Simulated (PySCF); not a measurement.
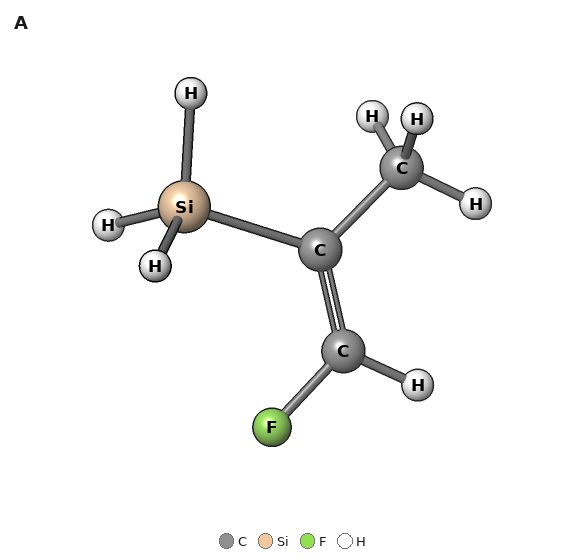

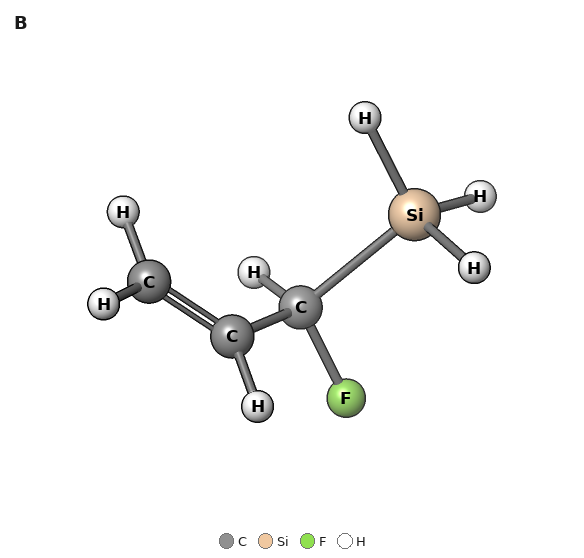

2 stationary structures of one formula. Geometries: GFN2-xTB. Electronic energies: CAM-B3LYP/def2-SVPD (PySCF 2.14.0), without zero-point energy. No frequency run is at hand to confirm each as a minimum. Each is one conformer, not always the lowest.

### How are they related?

They are constitutional isomers of C3H7FSi: A `C/C([SiH3])=C/F`, B `C=C[C@H](F)[SiH3]`.

### Which is lowest in energy, and by how much?

A is lowest; B lies 7.7 kcal/mol above it.

The geometry is semi-empirical. Around Si such bond lengths and angles can be off by a tenth of an ångström or more and by several degrees, and values that hang on the shape move with them.
